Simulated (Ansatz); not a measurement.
**ClH4NSi···HF: density, localisation and related maps**

The calculation's input:

```
crystal:
  periodic: [false, false, false]
  atoms:
    - {symbol: Si, position_ang: [-0.150252, -0.247772, 0.208608]}
    - {symbol: F, position_ang: [3.139137, 0.914837, -0.415264]}
    - {symbol: H, position_ang: [0.610654, -1.389589, -0.332045]}
    - {symbol: H, position_ang: [0.361103, 0.285607, 1.484939]}
    - {symbol: N, position_ang: [-1.774805, -0.691976, 0.395428]}
    - {symbol: H, position_ang: [2.326473, 1.186322, -0.777398]}
    - {symbol: Cl, position_ang: [0.153506, 1.300668, -1.177771]}
    - {symbol: H, position_ang: [-2.248974, -1.240710, -0.303201]}
    - {symbol: H, position_ang: [-2.416742, -0.117488, 0.916806]}
basis:
  gaussian: {orbitals: def2-TZVPP}
hamiltonian: {xc: pbe0, dispersion: d4}
output: {orbitals: {seedname: orbitals}}
```

Run with:

```sh
ansatz run in.yaml --threads 4 --pin off --events-out ev --progress --plain --max-ram 9574MiB
```

The product side of a reaction path; geometry: PBE0-D4/def2-TZVP.

These are results of RKS PBE0-D4/def2-TZVPP in Ansatz 0.2.0, not measurements.

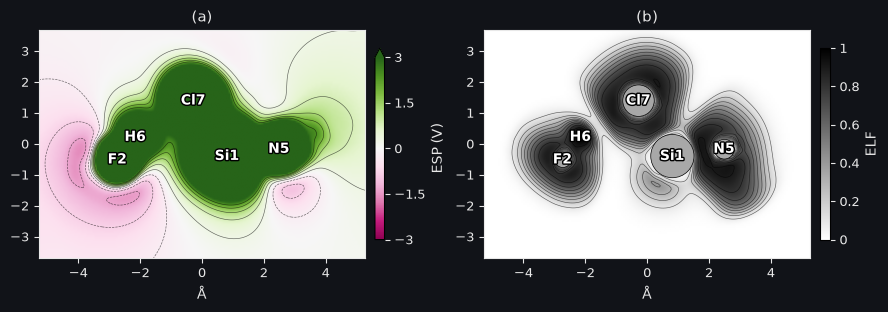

Figure 1. (a) electrostatic potential; (b) ELF on the plane of atoms N5, Si1 and Cl7. Grey discs cover the atomic cores in the ELF map.

What does the map show?

Atoms in the plane: Si, F, N, H and Cl.
Cl7···H6 (2.21 Å): the ELF dips to about 0.15 between them (a closed-shell contact with the geometry of a hydrogen bond).
Si–N (1.69 Å): the ELF peaks at about 0.90 between the atoms (a polar covalent bond).
Si–Cl (2.10 Å): the ELF peaks at about 0.85 between the atoms: a polar covalent bond.
F–H (0.93 Å): the ELF climbs to about 1 towards the hydrogen, as it does in any bond to H; an ordinary covalent bond to hydrogen.
The ELF also peaks beside F2, N5 and Cl7, away from the bonds: lone-pair regions.
Outside the dense part of the complex the potential is most negative (−1.6 V) near F2.

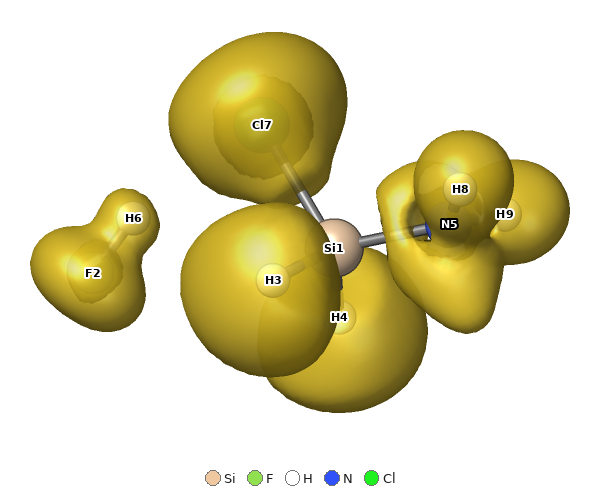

Figure 2. Isosurface of the electron localisation function at 0.75 (yellow), seen at an oblique angle. Core shells and regions of very low density are left out.

Describe the localisation domains.

The surface consists of two regions around hydrogen nuclei, one region on Cl in which the atom's valence shell and bonds are merged, one joined region spread over several atoms (F, H), in which their bonds and any lone pairs are merged and one joined region spread over several atoms (H, N), in which their bonds and any lone pairs are merged.

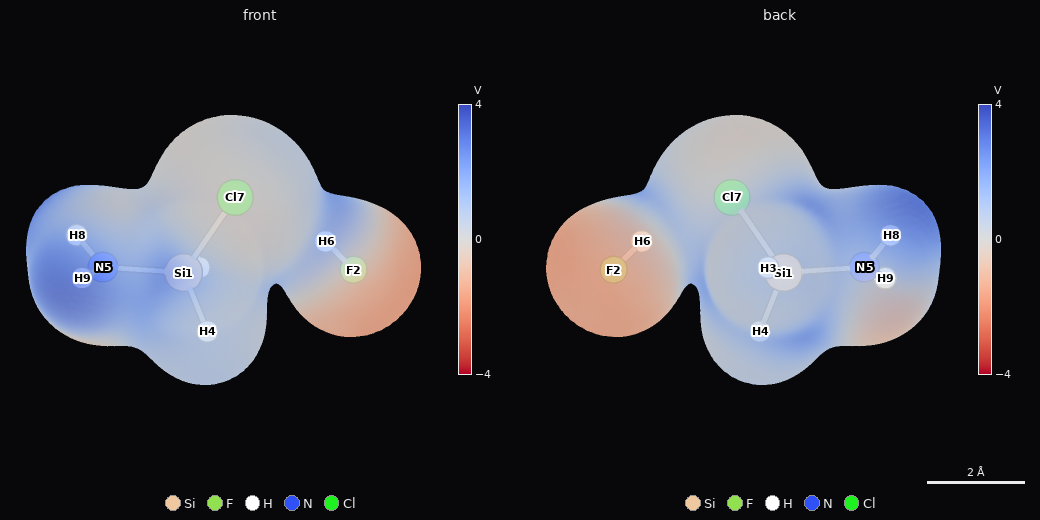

Figure 3. The molecular electrostatic potential painted on the density surface at 0.004 e/bohr³, seen from the front and from behind; red is negative and blue positive.

Describe the electrostatic potential map.

The most negative region (about −1.6 V, or −37 kcal/mol for a unit charge) lies over F2, the most positive (about +3.1 V, or +71 kcal/mol for a unit charge) over H8 and H9.
